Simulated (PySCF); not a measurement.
# C₃H₁₄Si₅: magnetic properties

What do calculations give for the magnetic properties of C₃H₁₄Si₅ (`C#C[SiH2][SiH2][Si@H]([SiH3])C[SiH3]`)?

Programs: PySCF 2.14.0, with routines of our own; each step states its level. All values are computed. Atoms count from 0.

## Step 1: The starting structure

22 atoms, charge 0, multiplicity 1; geometry from: GFN2-xTB.

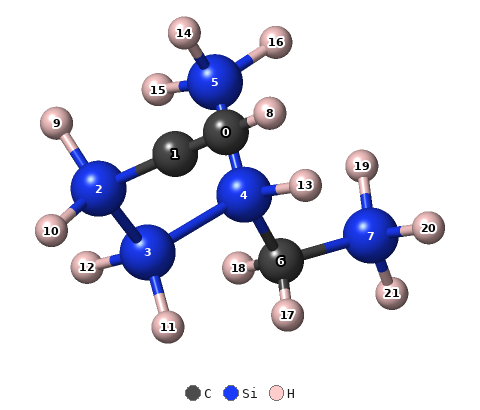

The starting geometry (carbon dark grey, silicon blue, hydrogen pink).

## Step 2: Magnetic properties: GIAO CAM-B3LYP/pcSseg-1

Job settings and geometry (Å):

```
{"job": {"kind": "mag", "xc": "CAM-B3LYP", "basis": "pcSseg-1", "isotopologues": 2}, "charge": 0, "multiplicity": 1}
C      3.924962     1.327714     1.328516
C      3.680992     0.530172     0.462320
Si     3.273667    -0.676347    -0.880901
Si     1.123235    -0.245251    -1.627239
Si    -0.494296     0.061176     0.030039
Si    -0.812332    -1.756871     1.430979
C     -2.141376     0.552507    -0.820555
Si    -3.541785     1.174051     0.299950
H      4.150655     2.024190     2.084955
H      3.416266    -2.009900    -0.276670
H      4.356757    -0.538381    -1.865711
H      1.165275     0.889947    -2.568013
H      0.723318    -1.363784    -2.505018
H     -0.099128     1.244985     0.827353
H      0.463338    -2.155422     2.033911
H     -1.298723    -2.929468     0.694878
H     -1.751497    -1.558249     2.537700
H     -1.927577     1.326540    -1.559738
H     -2.502628    -0.306334    -1.389732
H     -3.935995     0.114502     1.231838
H     -3.083581     2.346327     1.047764
H     -4.699960     1.550807    -0.517475
```

With the program's defaults for keys left out, this is: GIAO CAM-B3LYP/pcSseg-1 magnetisability, rotational g tensor and spin-rotation constants, non-relativistic, gas phase.

On the command line:

```
> OMP_NUM_THREADS=1 python excited_run.py task.json out
```

One launch serves the whole session: the jobs run in the order shown.

Standard output:

```text
coarse grid: 20064 points
cycle   1  E = -1569.9259488546  dE =  1.687e-01  |g| = 4.351e-01  |ddm| = 4.171e+00
cycle   2  E = -1569.9496180813  dE = -2.367e-02  |g| = 3.482e-01  |ddm| = 8.546e-01
cycle   3  E = -1569.9804565040  dE = -3.084e-02  |g| = 5.919e-02  |ddm| = 3.456e-01
cycle   4  E = -1569.9811488749  dE = -6.924e-04  |g| = 3.664e-02  |ddm| = 8.427e-02
cycle   5  E = -1569.9814612821  dE = -3.124e-04  |g| = 1.113e-02  |ddm| = 3.653e-02
cycle   6  E = -1569.9814919120  dE = -3.063e-05  |g| = 2.242e-03  |ddm| = 1.010e-02
cycle   7  E = -1569.9814932918  dE = -1.380e-06  |g| = 3.925e-04  |ddm| = 2.775e-03
final grid: 168464 points
cycle   8  E = -1570.0281235032  dE = -1.435e-05  |g| = 2.524e-03  |ddm| = 1.450e-02
cycle   9  E = -1570.0281239730  dE = -4.698e-07  |g| = 2.100e-03  |ddm| = 4.809e-03
cycle  10  E = -1570.0281250526  dE = -1.080e-06  |g| = 3.033e-04  |ddm| = 1.959e-03
cycle  11  E = -1570.0281250740  dE = -2.138e-08  |g| = 6.926e-05  |ddm| = 3.390e-04
cycle  12  E = -1570.0281250751  dE = -1.142e-09  |g| = 3.545e-05  |ddm| = 1.223e-04
cycle  13  E = -1570.0281250754  dE = -3.074e-10  |g| = 1.158e-05  |ddm| = 3.376e-05
converged SCF energy = -1570.0281250754

Magnetisability tensor (1e-30 J/T^2)
    -2138.29        7.95      -20.99
        7.95    -2137.65      -59.45
      -20.99      -59.45    -2158.07
isotropic -2144.67   principal values   -2209.92  -2143.34  -2080.75
isotropic susceptibility -129.155 1e-6 cm^3/mol

Inertial axes            a          b          c
rot. const./GHz      1.2142     0.3579     0.3449
chi total          -128.674   -126.320   -132.471
chi diamagnetic   -1204.823  -3480.760  -3615.095
chi paramagnetic   1076.150   3354.440   3482.624
quadrupole/D A       -5.287     -1.927      7.214
g nuclear            0.5942     0.5575     0.5582
g electronic        -0.6139    -0.5641    -0.5643
g total             -0.0197    -0.0065    -0.0062

Spin-rotation constants (kHz, H = +C I.J)
atom  isotope        aa         bb         cc
  8     1H       -0.137     -0.039      0.003
  9     1H       -0.103      0.002     -0.023
 10     1H       -0.003     -0.017     -0.032
 11     1H       -0.113      0.009     -0.033
 12     1H       -0.109     -0.036      0.009
 13     1H       -0.108     -0.034      0.013
 14     1H       -0.007     -0.019     -0.034
 15     1H       -0.113     -0.034      0.009
 16     1H       -0.037     -0.019     -0.025
 17     1H       -0.126     -0.003     -0.041
 18     1H       -0.127     -0.044     -0.003
 19     1H       -0.098      0.007     -0.030
 20     1H       -0.107     -0.035      0.012
 21     1H       -0.023     -0.013     -0.030
  0    13C*       0.472      0.132      0.027
  1    13C*       0.456      0.128      0.005
  2   29Si*      -0.634     -0.188     -0.179
  3   29Si*      -0.589     -0.183     -0.179
  4   29Si*      -0.639     -0.197     -0.201
  5   29Si*      -0.620     -0.177     -0.171
  6    13C*       0.145      0.032      0.030
  7   29Si*      -0.644     -0.206     -0.190
* in the singly substituted isotopologue

Isotopologues: g along a, b, c
2H    at 8,9,10,11,12,1    -0.0166    -0.0059    -0.0056
13C   at 0                 -0.0194    -0.0064    -0.0061
```

It took 4.3 min on 1 thread of AMD EPYC, shared host; peak memory 1.4 GiB.

In short:

| quantity | value |
| --- | --- |
| magnetisability | -2145·10⁻³⁰ J/T² |
| molar susceptibility | -129.2·10⁻⁶ cm³/mol |
| rotational g (a, b, c) | -0.0197, -0.0065, -0.0062 |

## Step 3: Magnetic properties: GIAO HF/def2-SVP

The job, as its differences from that of step 2:

```diff
@@ -1,2 +1,2 @@
-{"job": {"kind": "mag", "xc": "CAM-B3LYP", "basis": "pcSseg-1", "isotopologues": 2}, "charge": 0, "multiplicity": 1}
+{"job": {"kind": "mag", "xc": "HF", "basis": "def2-SVP"}, "charge": 0, "multiplicity": 1}
 C      3.924962     1.327714     1.328516
```

Level: GIAO HF/def2-SVP magnetisability, rotational g tensor and spin-rotation constants, non-relativistic, gas phase.

Standard output:

```text
final grid: 168464 points
cycle   1  E = -1565.7090289489  dE =  2.773e-01  |g| = 4.578e-01  |ddm| = 4.254e+00
cycle   2  E = -1565.8083952848  dE = -9.937e-02  |g| = 1.246e-01  |ddm| = 8.092e-01
cycle   3  E = -1565.8172059137  dE = -8.811e-03  |g| = 4.038e-02  |ddm| = 2.972e-01
cycle   4  E = -1565.8179682163  dE = -7.623e-04  |g| = 1.009e-02  |ddm| = 8.014e-02
cycle   5  E = -1565.8180096590  dE = -4.144e-05  |g| = 4.601e-03  |ddm| = 1.703e-02
cycle   6  E = -1565.8180179537  dE = -8.295e-06  |g| = 1.076e-03  |ddm| = 6.809e-03
cycle   7  E = -1565.8180186681  dE = -7.144e-07  |g| = 2.190e-04  |ddm| = 2.784e-03
cycle   8  E = -1565.8180187056  dE = -3.746e-08  |g| = 6.377e-05  |ddm| = 7.292e-04
cycle   9  E = -1565.8180187085  dE = -2.963e-09  |g| = 2.455e-05  |ddm| = 1.661e-04
cycle  10  E = -1565.8180187091  dE = -5.966e-10  |g| = 1.168e-05  |ddm| = 6.198e-05
converged SCF energy = -1565.8180187091

Magnetisability tensor (1e-30 J/T^2)
    -2150.00        1.56      -24.73
        1.56    -2163.54      -56.41
      -24.73      -56.41    -2169.50
isotropic -2161.01   principal values   -2226.85  -2153.48  -2102.70
isotropic susceptibility -130.139 1e-6 cm^3/mol

Inertial axes            a          b          c
rot. const./GHz      1.2142     0.3579     0.3449
chi total          -129.278   -127.454   -133.685
chi diamagnetic   -1206.667  -3482.507  -3617.612
chi paramagnetic   1077.389   3355.052   3483.927
quadrupole/D A       -5.614     -2.418      8.032
g nuclear            0.5942     0.5575     0.5582
g electronic        -0.6146    -0.5642    -0.5645
g total             -0.0204    -0.0066    -0.0064

Spin-rotation constants (kHz, H = +C I.J)
atom  isotope        aa         bb         cc
  8     1H       -0.141     -0.040      0.003
  9     1H       -0.108      0.001     -0.024
 10     1H       -0.006     -0.019     -0.034
 11     1H       -0.118      0.009     -0.034
 12     1H       -0.113     -0.038      0.008
 13     1H       -0.115     -0.036      0.012
 14     1H       -0.010     -0.020     -0.036
 15     1H       -0.117     -0.035      0.009
 16     1H       -0.040     -0.020     -0.026
 17     1H       -0.130     -0.005     -0.043
 18     1H       -0.130     -0.046     -0.005
 19     1H       -0.101      0.005     -0.031
 20     1H       -0.111     -0.036      0.012
 21     1H       -0.026     -0.014     -0.032
  0    13C*       0.410      0.115      0.026
  1    13C*       0.393      0.110      0.000
  2   29Si*      -0.487     -0.145     -0.143
  3   29Si*      -0.464     -0.147     -0.142
  4   29Si*      -0.495     -0.154     -0.156
  5   29Si*      -0.503     -0.141     -0.139
  6    13C*       0.110      0.022      0.018
  7   29Si*      -0.511     -0.163     -0.150
* in the singly substituted isotopologue
```

Run time: 77 s. Hardware: 1 thread of AMD EPYC, shared host; peak memory 1 GiB.

From this job:

| quantity | value |
| --- | --- |
| magnetisability | -2161·10⁻³⁰ J/T² |
| molar susceptibility | -130.1·10⁻⁶ cm³/mol |
| rotational g (a, b, c) | -0.0204, -0.0066, -0.0064 |

## Step 4: Magnetic properties side by side

| level | ξ (10⁻³⁰ J/T²) | g(a) | g(b) | gap (eV) | functions | time |
| --- | --- | --- | --- | --- | --- | --- |
| GIAO CAM-B3LYP/pcSseg-1 | -2145 | -0.0197 | -0.0065 | 9.48 | 241 | 4.3 min |
| GIAO HF/def2-SVP | -2161 | -0.0204 | -0.0066 | 12.96 | 202 | 77 s |

## Step 5: Outcome

| quantity | value |
| --- | --- |
| magnetisability (step 2, GIAO CAM-B3LYP/pcSseg-1) | -2145·10⁻³⁰ J/T² |
| molar susceptibility (step 2, GIAO CAM-B3LYP/pcSseg-1) | -129.2·10⁻⁶ cm³/mol |
| rotational g (a, b, c) (step 2, GIAO CAM-B3LYP/pcSseg-1) | -0.0197, -0.0065, -0.0062 |
| magnetisability over the levels | -2161 to -2145·10⁻³⁰ J/T² |

The magnetisability spreads by 0.8 % over 2 levels, from GIAO HF/def2-SVP (77 s) to GIAO CAM-B3LYP/pcSseg-1 (4.3 min); the runs took 77 s to 4.3 min. Two levels can agree by chance, so this spread shows no convergence. Vibrational averaging and real surroundings are missing from these values.
